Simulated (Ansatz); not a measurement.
# Fields on a plane of Lu (hcp, Mg type)

```yaml
crystal:
  lattice:
    - [3.44496, 0.00000, 0.00000]
    - [-1.72248, 2.98343, 0.00000]
    - [0.00000, 0.00000, 5.34875]
  atoms:
    - { symbol: Lu, position: [0.33333, 0.66667, 0.75000] }
    - { symbol: Lu, position: [0.66667, 0.33333, 0.25000] }
```

The slice is a (-1 1 0 2) plane (indices of the conventional cell) through the point (0.333, 0.667, 0.750) (fractional), spanned by u = [110] and v = [1 -1 1] in vectors of this cell: u (3.44 Å) and v (8.01 Å, at 90° to u). It covers one period; positions are fractions (u, v).

Atoms on it: Lu at (0.00, 0.00). Other atoms lie within 1 Å of the plane.

Calculation: PBEsol (plane waves to 420 eV, PAW, scalar-relativistic; Ansatz, a first-principles code). k mesh 16×16×9. Near the nuclei the fields are pseudised (PAW); where an atom keeps semicore shells as valence, they peak there. Lu is run without spin polarisation. Lu was relaxed with its symmetry unable to fall. The PAW data are Ansatz's earlier set.

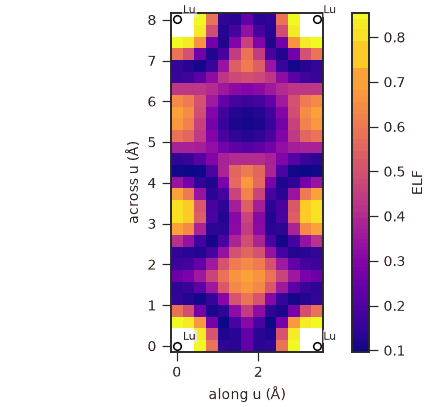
Electron localisation function (ELF), one period of the plane, atoms marked. Points within 0.5 Å of a nucleus are left white, as the pseudised field means little there.

```
|xxxx04640xxx|
|xxx0157510xx|
|xx004777400x|
|001467876410|
|455677777655|
|887766566778|
|998754345789|
|998643234689|
|998642224689|
|988653335688|
|777665556677|
|555666666655|
|002467776420|
|x00257875200|
|xxx0478740xx|
|xxx0267620xx|
|xxx0267620xx|
|xxx0367630xx|
|xx015787510x|
|002478887420|
|345789998754|
|556899999865|
|345789998754|
|001478987410|
|xx004787400x|
|xxx0157510xx|
|xxxx04640xxx|
|xxxx04540xxx|
```
Scale: ten equal steps from 2.00 (start of '0') to 10.95 (end of '9'), in the order '0123456789'. Values: electrostatic potential energy of an electron, from the cell's mean, in eV. The map has 12 points along u (one character each, u = 0 at the left) and 28 along v (v = 0 in the bottom row). Points within 1 Å of a nucleus are blanked (x), as the pseudised field means little there. Values under 2 eV are set to 2. The zero, the cell's mean, hangs on the PAW cores.

| Property | Result |
|---|---|
| Density on the Lu–Lu line (3.44 Å) at its midpoint | 0.12 e/Å³ |
| ELF at that point | 0.24 |
